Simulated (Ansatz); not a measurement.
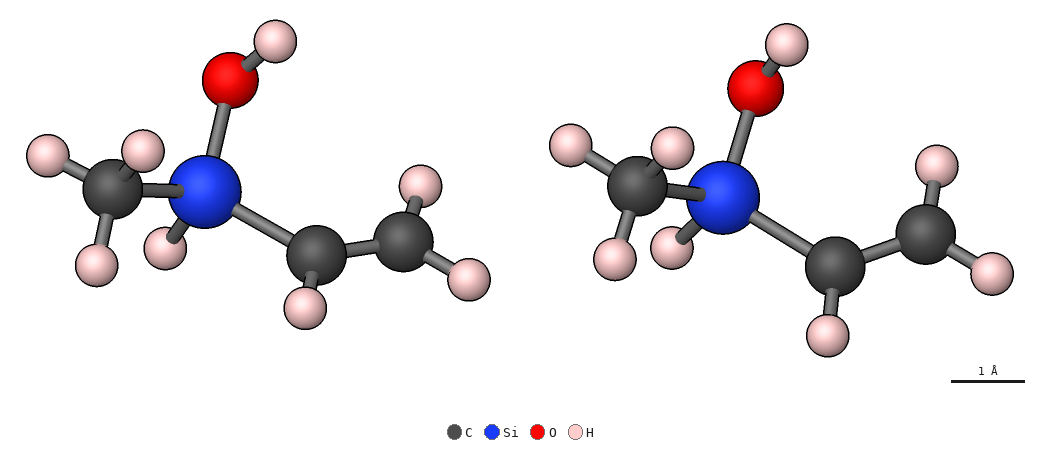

Two geometries of C₃H₈OSi (coarse preliminary run), drawn at one scale. One is the start of a relaxation, the other its converged end. Style: ball-and-stick. Shown from a free direction.

Computed with Ansatz, RKS PBE-D4/def2-SVP. Set-up: force threshold 0.03 eV/Å; at most 200 steps.

> Which geometry has the lower energy?

The right one is the relaxed one. The start comes from a force field. The largest moves after the best rigid fit, 0.45 Å, are those of H atoms. Largest moves by element: H 0.45 Å, O 0.22 Å, C 0.19 Å, Si 0.13 Å. Some distances before and after: C–Si 1.794 → 1.886 Å, C–H 1.031 → 1.109 Å, H–O 1.028 → 0.973 Å, C–Si 1.837 → 1.881 Å. Among the angles between lasting bonds that change: Si–C–H 113.5° → 119.7°, Si–C–H 116.7° → 111.2°, C–Si–H 105.7° → 111.1°. Groups turn about C–Si by about 20°. After 11 accepted moves (14 points after the start) the energy has fallen by 0.541 eV. The largest force component goes from 3.9 to 0.007 eV/Å. The line search rejected the trial steps at points 7, 10, 13 of the run. The run took about 110 core-seconds on a shared host.
